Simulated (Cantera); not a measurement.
Input: 1 mol MgO, 1.7 mol C, 2 mol CO, at 0.00170 bar.

Cantera equilibrium calculation (NASA polynomials, part measured and part estimated; ideal gas, pure solids and liquids). Candidate condensed phases: C, Mg, MgCO3, MgO; 15 gas species. Kinetics and transport are ignored.

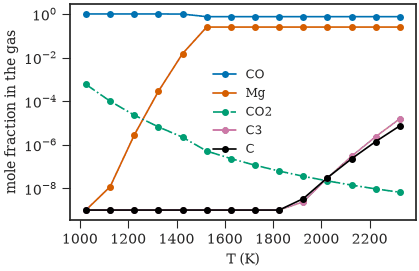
Figure. Equilibrium gas composition (values under 1e-9 drawn at 1e-9)

Task: Read off the mole fractions at 2125 K.

Result: CO about 0.75, Mg about 0.25, C3 about 2.9e-7, C about 2.3e-7, CO2 about 1.4e-8.
